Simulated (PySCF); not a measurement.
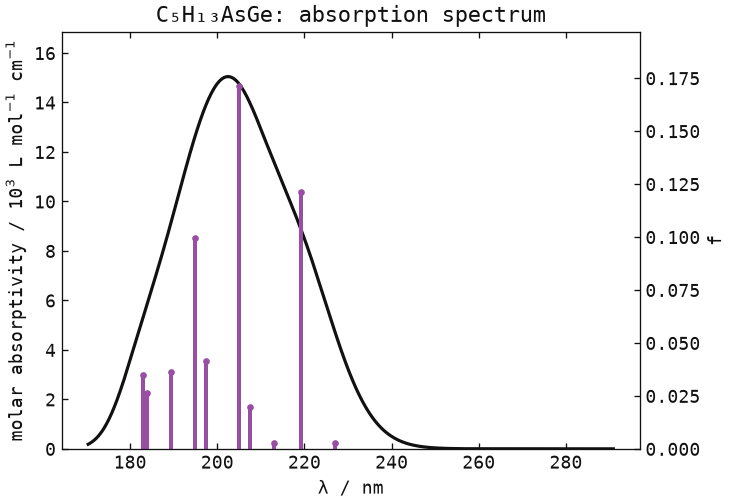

Computed absorption of C₅H₁₃AsGe, SMILES C=C[CH2][GeH2][AsH]CC, singlet. Vertical TDDFT excitations, B3LYP/def2-SVPD with PySCF 2.14.0, at a PBE0-D3(BJ)/def2-SVP geometry (no frequency check), gas phase. Only the first 10 singlet excitations are included; each is broadened by a Gaussian of 1/e half-width 0.30 eV. Sticks give oscillator strengths (right axis).

### Where is the lowest singlet, and is it bright?

S1 lies at 5.46 eV (227 nm) with f = 0.003, mainly HOMO → LUMO (79 %); it is dark or nearly so.

### List the transitions behind the spectrum.

| state | E (eV) | λ (nm) | f | main character |
| --- | --- | --- | --- | --- |
| S1 | 5.46 | 227 | 0.003 | HOMO → LUMO (79 %) |
| S2 | 5.66 | 219 | 0.121 | HOMO → LUMO+1 (67 %) |
| S3 | 5.82 | 213 | 0.003 | HOMO−1 → LUMO+1 (96 %) |
| S4 | 5.97 | 208 | 0.020 | HOMO → LUMO+2 (82 %) |
| S5 | 6.05 | 205 | 0.171 | HOMO−1 → LUMO (76 %) |
| S6 | 6.28 | 197 | 0.042 | HOMO → LUMO+3 (44 %) |
| S7 | 6.36 | 195 | 0.099 | HOMO → LUMO+3 (36 %) |
| S8 | 6.54 | 189 | 0.036 | HOMO−1 → LUMO+3 (69 %) |
| S9 | 6.75 | 184 | 0.026 | HOMO → LUMO+4 (27 %) |
| S10 | 6.78 | 183 | 0.035 | HOMO → LUMO+4 (67 %) |

Known limits of this run: states above the negative HOMO energy depend on the basis; one conformer of a flexible molecule; core orbitals are frozen in the response.
